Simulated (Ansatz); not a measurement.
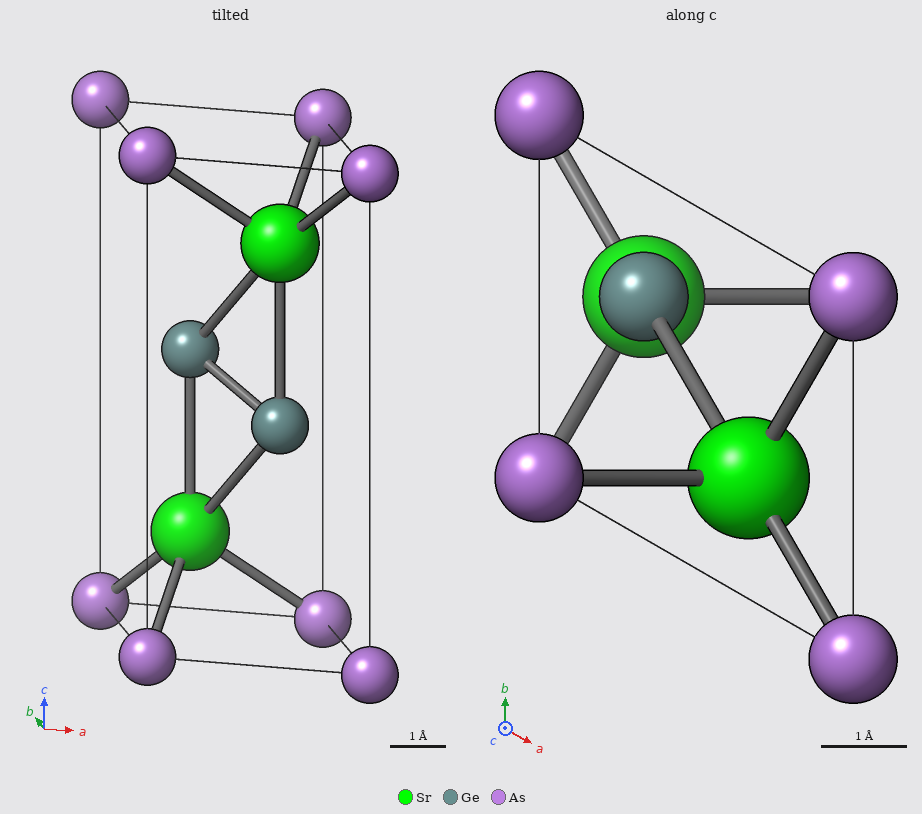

A ball-and-stick rendering, viewed slightly off an axis and along the c axis. Lines trace the edges of the conventional unit cell.

Sr$_{2}$Ge$_{2}$As, space group P-3m1 (No. 164), a = 4.281 Å, b = 4.281 Å, c = 9.441 Å, α = 90.00°, β = 90.00°, γ = 120.00°. The model was built from a structure type filled with these elements by a generator (whether the compound takes this form wasn't checked). Earlier steps of the study, as a rule a relaxation of our own, may have changed the cell and positions, so they can lie some per cent off the listed ones. It went into a calculation with Ansatz.

This one geometry was computed with Ansatz (DFT, plane waves, PAW) at three levels of theory: PBE, r2SCAN and LDA.

**Which level gives the highest pressure at this volume, and what does that say about its equilibrium volume?**

Highest: PBE (0.0 GPa), which points to the largest equilibrium volume. Lowest, with the smallest volume: LDA (-3.3 GPa). Levels within 0.5 GPa of each other can't be told apart.

**How does the band gap change with the level of theory?**

All levels give a metal, though semilocal functionals underestimate gaps and can close a small one.

**Collect the results in a table.**

| level | cutoff (eV) | k-mesh of the run's cell | gap (eV) | pressure (GPa) |
| --- | --- | --- | --- | --- |
| PBE | 420 | 12×12×4 | metal | 0.0 |
| r2SCAN | 500 | 12×12×4 | metal | -0.8 |
| LDA | 420 | 12×12×4 | metal | -3.3 |

Gaps are taken on the k-mesh or band path of each run.
